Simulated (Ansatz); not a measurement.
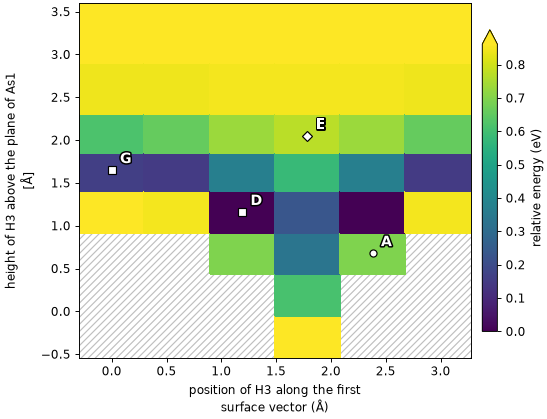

H on a two-dimensional sheet of As of the honeycomb type (2 atoms of substrate and one adsorbate in a 1 × 1 cell). H is moved along a line over the surface and along the normal, above a rigid substrate. The first coordinate is: position of H3 along the first surface vector, from above As1; the second: height of H3 above the plane of As1. The scan uses a 6 × 8 grid; 24 points were computed and 11 follow by symmetry. At 13 points there is no value (left out of the scan, as a rule where atoms come close). Points are written as (first, second). Energies are in eV, from the lowest grid point. Computed with Ansatz 0.2.0, DFT PBE+D3(BJ), scalar-relativistic, plane waves, PAW. Settings: cutoff 420 eV, k-mesh 9×9×1, gaussian smearing 0.05 eV, spin-polarised.

Drawn: one coloured cell a grid point, one colour for all values above the top of the scale, hatched blanks where no value was computed, lettered points.

Q: Is D the lowest point of the computed grid?

A: Yes. D, at (1.19 Å, 1.16 Å) [nearest 1 As at 1.66 Å], has the lowest energy of the grid.

Q: Rank the lettered points by energy, lowest first.

A: D (0.00 eV), G (0.16 eV), A (0.69 eV), E (0.77 eV).
